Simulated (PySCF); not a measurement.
# C₂H₅B: electronic excitations at several levels of theory

How much do the electronic excitations of C₂H₅B (`BC=C`) depend on the level of theory, and what does each level cost?

Programs: PySCF 2.14.0, with density-fitted response routines of our own. Each step states its level of theory. These are calculated values for one molecule in the gas phase, unless marked as measured. Atoms are numbered from 0 throughout.

## 1. Starting geometry

8 atoms, charge 0, multiplicity 1; geometry from: PBE0-D3(BJ)/def2-SVP.

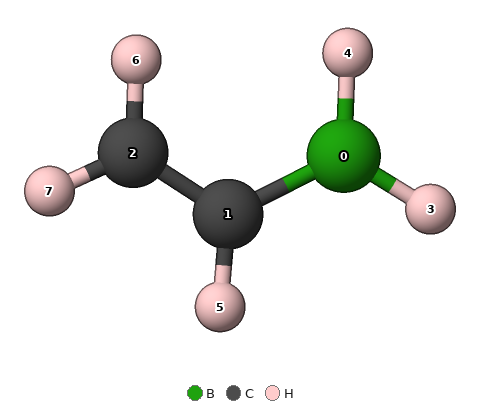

As it starts; boron green, carbon dark grey, hydrogen pink, atoms numbered.

## 2. Excited states and response: wB97X-D/def2-SVPD

The job: settings as JSON, then the geometry in Å.

```
{"job": {"kind": "uv", "xc": "wB97X-D", "basis": "def2-SVPD", "ip": true}, "charge": 0, "multiplicity": 1}
B      1.239421     0.026824    -0.138870
C     -0.186073    -0.546888    -0.015551
C     -1.262353     0.259040    -0.092256
H      2.222176    -0.672322    -0.044090
H      1.377903     1.214444    -0.334274
H     -0.361038    -1.617902     0.146455
H     -1.144581     1.336674    -0.253296
H     -2.291024    -0.109310     0.001005
```

Level: TDDFT wB97X-D/def2-SVPD, vertical, gas phase, core orbitals frozen in the response.

Command:

```console
$ OMP_NUM_THREADS=1 python probes_run.py task.json out
```

One launch serves the whole session: the jobs run in the order shown.

Log:

```text
coarse grid: 6360 points
cycle   1  E = -103.8814189175  dE =  5.954e-02  |g| = 2.034e-01  |ddm| = 3.468e+00
cycle   2  E = -103.8897361117  dE = -8.317e-03  |g| = 1.503e-01  |ddm| = 5.149e-01
cycle   3  E = -103.8953195179  dE = -5.583e-03  |g| = 3.319e-02  |ddm| = 2.015e-01
cycle   4  E = -103.8956334574  dE = -3.139e-04  |g| = 1.312e-02  |ddm| = 6.657e-02
cycle   5  E = -103.8956811418  dE = -4.768e-05  |g| = 1.437e-03  |ddm| = 2.258e-02
cycle   6  E = -103.8956824543  dE = -1.313e-06  |g| = 4.439e-04  |ddm| = 5.980e-03
final grid: 60488 points
cycle   7  E = -103.9131141207  dE = -3.596e-05  |g| = 1.682e-03  |ddm| = 6.584e-02
cycle   8  E = -103.9131152387  dE = -1.118e-06  |g| = 5.544e-04  |ddm| = 8.925e-03
cycle   9  E = -103.9131153469  dE = -1.082e-07  |g| = 4.847e-04  |ddm| = 1.671e-03
cycle  10  E = -103.9131154119  dE = -6.501e-08  |g| = 7.355e-05  |ddm| = 8.377e-04
cycle  11  E = -103.9131154153  dE = -3.342e-09  |g| = 4.283e-05  |ddm| = 2.021e-04
cycle  12  E = -103.9131154162  dE = -9.081e-10  |g| = 8.066e-06  |ddm| = 1.314e-04
converged SCF energy = -103.9131154162

Static polarisability (au): isotropic 41.860, principal 29.675 39.737 56.167

Singlet excitations
state   eV       nm        f      main configurations
  1   5.4414    227.9   0.00054   H-1->L 0.94
  2   5.5490    223.4   0.00228   H-2->L 0.95
  3   6.0574    204.7   0.30640   H->L 0.97
  4   7.5812    163.5   0.00341   H-3->L 0.91
  5   8.3606    148.3   0.09809   H->L+1 0.68, H->L+3 0.19
  6   8.6039    144.1   0.01006   H-2->L+2 0.53, H-4->L 0.28, H-2->L+3 0.14
  7   8.8740    139.7   0.05110   H->L+2 0.40, H-1->L+2 0.28, H->L+3 0.11
  8   8.9199    139.0   0.04103   H-1->L+2 0.34, H->L+2 0.31, H-1->L+3 0.10
  9   9.2067    134.7   0.05400   H->L+4 0.57, H-1->L+1 0.26
 10   9.2131    134.6   0.09494   H-1->L+1 0.56, H->L+4 0.29

Triplet excitations (Tamm-Dancoff, eV): 3.6979 5.0115 5.0425 7.0561
Vertical ionisation energy (delta-SCF) = 10.8180 eV
Vertical electron affinity (delta-SCF) = 0.0514 eV
```

It took 27 s on 1 thread of Arm Neoverse V1, shared host; peak memory 0.45 GiB.

Frontier orbitals and where they lie:

```csv
orbital,eV,atoms
HOMO−3,-13.29,"C2 28 %, C1 22 %, B0 14 %"
HOMO−2,-11.27,"B0 30 %, C1 24 %, C2 15 %"
HOMO−1,-11.11,"B0 38 %, H4 24 %, C1 14 %"
HOMO,-10.33,"C1 41 %, C2 38 %, B0 9 %"
LUMO,-0.23,"B0 36 %, C2 27 %, C1 20 %"
LUMO+1,2.25,"B0 66 %, C2 11 %, H3 5 %"
LUMO+2,2.95,"B0 25 %, C1 25 %, C2 20 %"
```

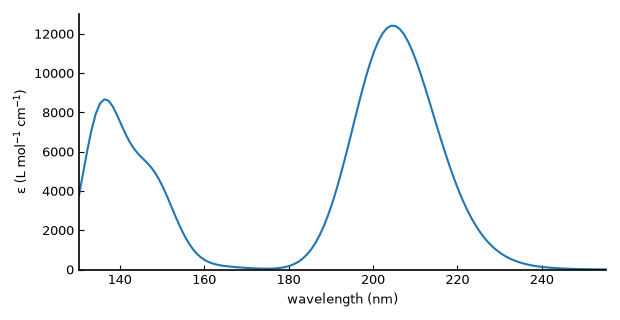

Absorption spectrum: each of the 10 states is a Gaussian band of 0.4 eV half-width at 1/e. Beyond the last state computed it falls off for lack of states.

Further results of this job:

```csv
property,computed
dipole moment (D),1.28
polarisability (Å³),6.20
HOMO–LUMO gap (eV),10.11
−ε(HOMO) (eV),10.33
```

## 3. Ultraviolet spectrum: LC-wPBE/def2-SVPD

Same as in step 2 but for these lines:

```diff
@@ -1,2 +1,2 @@
-{"job": {"kind": "uv", "xc": "wB97X-D", "basis": "def2-SVPD", "ip": true}, "charge": 0, "multiplicity": 1}
+{"job": {"kind": "uv", "xc": "LC-wPBE", "basis": "def2-SVPD", "ip": true}, "charge": 0, "multiplicity": 1}
 B      1.239421     0.026824    -0.138870
```

With the program's defaults for keys left out, this is: TDDFT LC-wPBE/def2-SVPD, vertical, gas phase, core orbitals frozen in the response.

Log:

```text
coarse grid: 6360 points
cycle   1  E = -103.8303980132  dE =  1.043e-01  |g| = 2.058e-01  |ddm| = 3.409e+00
cycle   2  E = -103.8431129165  dE = -1.271e-02  |g| = 1.244e-01  |ddm| = 4.518e-01
cycle   3  E = -103.8466748274  dE = -3.562e-03  |g| = 4.130e-02  |ddm| = 1.892e-01
cycle   4  E = -103.8472281292  dE = -5.533e-04  |g| = 7.729e-03  |ddm| = 8.188e-02
cycle   5  E = -103.8472489259  dE = -2.080e-05  |g| = 2.056e-03  |ddm| = 1.800e-02
cycle   6  E = -103.8472517370  dE = -2.811e-06  |g| = 7.784e-04  |ddm| = 6.615e-03
final grid: 60488 points
cycle   7  E = -103.8667981558  dE = -1.235e-05  |g| = 2.416e-03  |ddm| = 3.506e-02
cycle   8  E = -103.8667993177  dE = -1.162e-06  |g| = 1.506e-03  |ddm| = 7.985e-03
cycle   9  E = -103.8667999408  dE = -6.231e-07  |g| = 1.139e-04  |ddm| = 2.035e-03
cycle  10  E = -103.8667999459  dE = -5.134e-09  |g| = 6.846e-05  |ddm| = 5.265e-04
cycle  11  E = -103.8667999478  dE = -1.961e-09  |g| = 2.203e-05  |ddm| = 1.860e-04
cycle  12  E = -103.8667999482  dE = -3.519e-10  |g| = 1.292e-05  |ddm| = 5.980e-05
converged SCF energy = -103.8667999482

Static polarisability (au): isotropic 40.703, principal 28.645 38.619 54.846

Singlet excitations
state   eV       nm        f      main configurations
  1   5.5073    225.1   0.00092   H-1->L 0.86, H-2->L 0.10
  2   5.5783    222.3   0.00166   H-2->L 0.86, H-1->L 0.09
  3   6.1961    200.1   0.31807   H->L 0.97
  4   7.6660    161.7   0.00337   H-3->L 0.84
  5   8.6601    143.2   0.00013   H-2->L+4 0.53, H-4->L 0.35
  6   8.7859    141.1   0.10125   H->L+1 0.53, H->L+2 0.31, H->L+3 0.09
  7   9.1560    135.4   0.09852   H->L+4 0.92
  8   9.3668    132.4   0.00122   H-1->L+4 0.69, H-4->L 0.11, H-3->L 0.09
  9   9.6163    128.9   0.00507   H->L+3 0.76
 10   9.6476    128.5   0.14226   H-1->L+1 0.70, H-2->L+1 0.15

Triplet excitations (Tamm-Dancoff, eV): 3.4499 4.8688 4.9152 6.9900
Vertical ionisation energy (delta-SCF) = 10.8384 eV
```

Wall time 37 s (1 thread of Arm Neoverse V1, shared host); peak memory 0.45 GiB.

In short: HOMO -11.21 eV, LUMO 0.19 eV; lowest singlet 5.51 eV.

## 4. Excited states and response: PBE0/6-31G*

Same as in step 3 but for these lines:

```diff
@@ -1,2 +1,2 @@
-{"job": {"kind": "uv", "xc": "LC-wPBE", "basis": "def2-SVPD", "ip": true}, "charge": 0, "multiplicity": 1}
+{"job": {"kind": "uv", "xc": "PBE0", "basis": "6-31G*"}, "charge": 0, "multiplicity": 1}
 B      1.239421     0.026824    -0.138870
```

With the program's defaults for keys left out, this is: TDDFT PBE0/6-31G*, vertical, gas phase, core orbitals frozen in the response.

Log:

```text
coarse grid: 6360 points
cycle   1  E = -103.8763728187  dE =  1.703e-02  |g| = 2.705e-01  |ddm| = 2.332e+00
cycle   2  E = -103.8713609935  dE =  5.012e-03  |g| = 3.071e-01  |ddm| = 5.789e-01
cycle   3  E = -103.8972135933  dE = -2.585e-02  |g| = 7.025e-02  |ddm| = 3.467e-01
cycle   4  E = -103.8984466195  dE = -1.233e-03  |g| = 1.911e-02  |ddm| = 6.593e-02
cycle   5  E = -103.8985464089  dE = -9.979e-05  |g| = 4.297e-03  |ddm| = 2.082e-02
cycle   6  E = -103.8985529425  dE = -6.534e-06  |g| = 5.106e-04  |ddm| = 4.967e-03
final grid: 60488 points
cycle   7  E = -103.8754327578  dE = -1.045e-05  |g| = 4.983e-03  |ddm| = 1.334e-02
cycle   8  E = -103.8754324880  dE =  2.698e-07  |g| = 5.191e-03  |ddm| = 1.041e-02
cycle   9  E = -103.8754401174  dE = -7.629e-06  |g| = 4.249e-04  |ddm| = 5.132e-03
cycle  10  E = -103.8754401681  dE = -5.073e-08  |g| = 1.852e-04  |ddm| = 5.491e-04
cycle  11  E = -103.8754401774  dE = -9.279e-09  |g| = 3.802e-05  |ddm| = 1.680e-04
cycle  12  E = -103.8754401778  dE = -3.676e-10  |g| = 4.953e-06  |ddm| = 3.430e-05
converged SCF energy = -103.8754401778

Static polarisability (au): isotropic 33.599, principal 15.056 34.209 51.533

Singlet excitations
state   eV       nm        f      main configurations
  1   5.3896    230.0   0.00033   H-1->L 0.99
  2   5.4924    225.7   0.00060   H-2->L 0.99
  3   6.0948    203.4   0.28456   H->L 0.96
  4   7.5730    163.7   0.00371   H-3->L 0.96
  5   8.7972    140.9   0.00624   H-2->L+1 0.66, H-4->L 0.32
  6   8.9787    138.1   0.00148   H-1->L+1 0.66, H-4->L 0.18, H-2->L+1 0.11
  7   9.2909    133.4   0.00316   H-4->L 0.45, H-1->L+1 0.30, H-2->L+1 0.21
  8   9.4107    131.7   0.11351   H->L+1 0.93
  9   9.8882    125.4   0.00146   H->L+2 0.97
 10  10.4741    118.4   0.00370   H->L+3 0.78, H-5->L 0.16

Triplet excitations (Tamm-Dancoff, eV): 3.4975 4.8503 4.9049 6.9892
```

Run time: 1.9 s. Hardware: 1 thread of Arm Neoverse V1, shared host; peak memory 0.45 GiB.

Key values: HOMO -8.23 eV, LUMO -1.76 eV; lowest singlet 5.39 eV.

## 5. Ultraviolet spectrum: PBE0/def2-SVP

Same as in step 4 but for these lines:

```diff
@@ -1,2 +1,2 @@
-{"job": {"kind": "uv", "xc": "PBE0", "basis": "6-31G*"}, "charge": 0, "multiplicity": 1}
+{"job": {"kind": "uv", "xc": "PBE0", "basis": "def2-SVP"}, "charge": 0, "multiplicity": 1}
 B      1.239421     0.026824    -0.138870
```

Level: TDDFT PBE0/def2-SVP, vertical, gas phase, core orbitals frozen in the response.

Log:

```text
coarse grid: 6360 points
cycle   1  E = -103.7666453642  dE = -5.770e-04  |g| = 2.416e-01  |ddm| = 2.656e+00
cycle   2  E = -103.7612641900  dE =  5.381e-03  |g| = 2.868e-01  |ddm| = 5.647e-01
cycle   3  E = -103.7840028923  dE = -2.274e-02  |g| = 6.317e-02  |ddm| = 3.158e-01
cycle   4  E = -103.7849830201  dE = -9.801e-04  |g| = 2.022e-02  |ddm| = 6.518e-02
cycle   5  E = -103.7850966688  dE = -1.136e-04  |g| = 3.718e-03  |ddm| = 2.135e-02
cycle   6  E = -103.7851018139  dE = -5.145e-06  |g| = 5.836e-04  |ddm| = 5.169e-03
final grid: 60488 points
cycle   7  E = -103.8024313638  dE = -1.307e-05  |g| = 4.719e-03  |ddm| = 1.620e-02
cycle   8  E = -103.8024306433  dE =  7.206e-07  |g| = 5.050e-03  |ddm| = 9.354e-03
cycle   9  E = -103.8024379492  dE = -7.306e-06  |g| = 4.009e-04  |ddm| = 4.836e-03
cycle  10  E = -103.8024379939  dE = -4.471e-08  |g| = 1.829e-04  |ddm| = 5.808e-04
cycle  11  E = -103.8024380030  dE = -9.136e-09  |g| = 3.978e-05  |ddm| = 1.756e-04
cycle  12  E = -103.8024380034  dE = -4.104e-10  |g| = 5.160e-06  |ddm| = 4.045e-05
converged SCF energy = -103.8024380034

Static polarisability (au): isotropic 35.865, principal 18.902 35.454 53.237

Singlet excitations
state   eV       nm        f      main configurations
  1   5.2284    237.1   0.00026   H-1->L 0.99
  2   5.3856    230.2   0.00119   H-2->L 0.99
  3   6.0141    206.2   0.28907   H->L 0.96
  4   7.4242    167.0   0.00414   H-3->L 0.96
  5   8.6064    144.1   0.00575   H-2->L+1 0.71, H-4->L 0.26
  6   8.7114    142.3   0.00079   H-1->L+1 0.77, H-4->L 0.11, H-2->L+1 0.08
  7   9.0619    136.8   0.00199   H-4->L 0.57, H-2->L+1 0.19, H-1->L+1 0.19
  8   9.2016    134.7   0.11666   H->L+1 0.91
  9   9.2928    133.4   0.01068   H->L+2 0.94
 10   9.8904    125.4   0.00040   H->L+3 0.96

Triplet excitations (Tamm-Dancoff, eV): 3.5027 4.6795 4.8080 6.8088
```

Run time: 2.2 s. Hardware: 1 thread of Arm Neoverse V1, shared host; peak memory 0.45 GiB.

Key values: HOMO -8.45 eV, LUMO -2.04 eV; lowest singlet 5.23 eV.

## 6. TDDFT and polarisability: PBE0/def2-TZVP

Same as in step 5 but for these lines:

```diff
@@ -1,2 +1,2 @@
-{"job": {"kind": "uv", "xc": "PBE0", "basis": "def2-SVP"}, "charge": 0, "multiplicity": 1}
+{"job": {"kind": "uv", "xc": "PBE0", "basis": "def2-TZVP"}, "charge": 0, "multiplicity": 1}
 B      1.239421     0.026824    -0.138870
```

With the program's defaults for keys left out, this is: TDDFT PBE0/def2-TZVP, vertical, gas phase, core orbitals frozen in the response.

Log:

```text
coarse grid: 6360 points
cycle   1  E = -103.8981961466  dE =  1.611e-02  |g| = 2.780e-01  |ddm| = 1.878e+00
cycle   2  E = -103.8914289697  dE =  6.767e-03  |g| = 3.236e-01  |ddm| = 4.284e-01
cycle   3  E = -103.9196152125  dE = -2.819e-02  |g| = 6.776e-02  |ddm| = 2.534e-01
cycle   4  E = -103.9206163090  dE = -1.001e-03  |g| = 2.707e-02  |ddm| = 4.928e-02
cycle   5  E = -103.9208069907  dE = -1.907e-04  |g| = 4.502e-03  |ddm| = 1.847e-02
cycle   6  E = -103.9208139856  dE = -6.995e-06  |g| = 7.968e-04  |ddm| = 4.109e-03
final grid: 60488 points
cycle   7  E = -103.9145256990  dE = -2.568e-05  |g| = 5.239e-03  |ddm| = 3.249e-02
cycle   8  E = -103.9145242020  dE =  1.497e-06  |g| = 5.681e-03  |ddm| = 7.139e-03
cycle   9  E = -103.9145328114  dE = -8.609e-06  |g| = 5.517e-04  |ddm| = 3.707e-03
cycle  10  E = -103.9145328785  dE = -6.712e-08  |g| = 3.046e-04  |ddm| = 5.485e-04
cycle  11  E = -103.9145329036  dE = -2.512e-08  |g| = 5.720e-05  |ddm| = 1.990e-04
cycle  12  E = -103.9145329044  dE = -8.022e-10  |g| = 8.613e-06  |ddm| = 4.061e-05
converged SCF energy = -103.9145329044

Static polarisability (au): isotropic 40.443, principal 26.266 38.704 56.359

Singlet excitations
state   eV       nm        f      main configurations
  1   5.2332    236.9   0.00032   H-1->L 0.99
  2   5.3551    231.5   0.00199   H-2->L 0.99
  3   5.9030    210.0   0.28309   H->L 0.96
  4   7.4029    167.5   0.00347   H-3->L 0.96
  5   8.4106    147.4   0.00178   H-2->L+1 0.83
  6   8.5049    145.8   0.00150   H-1->L+1 0.83, H-4->L 0.10
  7   8.7124    142.3   0.04744   H->L+2 0.89
  8   8.7536    141.6   0.10274   H->L+1 0.86
  9   8.9858    138.0   0.00508   H-4->L 0.76, H-2->L+1 0.10, H-1->L+1 0.08
 10   9.1919    134.9   0.02155   H->L+3 0.97

Triplet excitations (Tamm-Dancoff, eV): 3.5035 4.6898 4.7786 6.7929
```

Wall time 4.4 s (1 thread of Arm Neoverse V1, shared host); peak memory 0.49 GiB.

In short: HOMO -8.47 eV, LUMO -2.11 eV; lowest singlet 5.23 eV.

(Part 1 of 2 ends here.)
